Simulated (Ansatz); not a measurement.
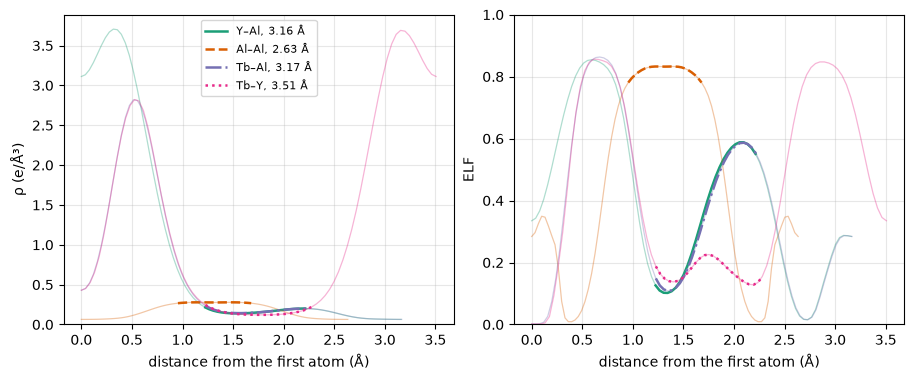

Figure 1: TbYAl₄. Valence charge density (pseudo) and electron localisation function along straight lines between neighbouring atoms. Thin, pale parts lie inside the atomic spheres.

Space group P6/mmm; a structure generated by program, which may or may not match a known phase; computed without spin polarisation; no Hubbard U on the f states and no spin–orbit coupling.

All numbers below come from DFT PBE, scalar-relativistic, plane waves, PAW; 4f electrons in the core of a trivalent norm-conserving potential in Ansatz.

Core electrons are replaced by pseudopotentials, and the valence fields are smoothed inside the atomic spheres.

```
CELL_PARAMETERS angstrom
4.56163 0.00000 0.00000
-2.28081 3.95048 0.00000
0.00000 0.00000 7.01237
ATOMIC_POSITIONS crystal
Tb 0.00000 0.00000 0.50000
Y 0.00000 0.00000 0.00000
Al 0.33333 0.66667 0.75074
Al 0.33333 0.66667 0.24926
Al 0.66667 0.33333 0.75074
Al 0.66667 0.33333 0.24926
```

Compare the contacts.

Answer. Y–Al (3.16 Å): the density is about 0.14 e/Å³ at the midpoint; the ELF peaks at about 0.60 in the valence shell of Al, 1.1 Å from its nucleus, and drops to about 0.10 between the two atoms; no shared electron pair shows on this line.
Al–Al (2.63 Å): ρ at the midpoint is about 0.28 e/Å³; the ELF peaks at about 0.85 between the atoms.
Tb–Al (3.17 Å): ρ at the midpoint is about 0.14 e/Å³; the ELF peaks at about 0.60 in the valence shell of Al, 1.1 Å from its nucleus, and drops to about 0.10 between the two atoms (no localised pair shows between them).
Tb–Y (3.51 Å): ρ is about 0.12 e/Å³ halfway; the ELF is about 0.25 at the midpoint (no shared electron pair shows on this line).
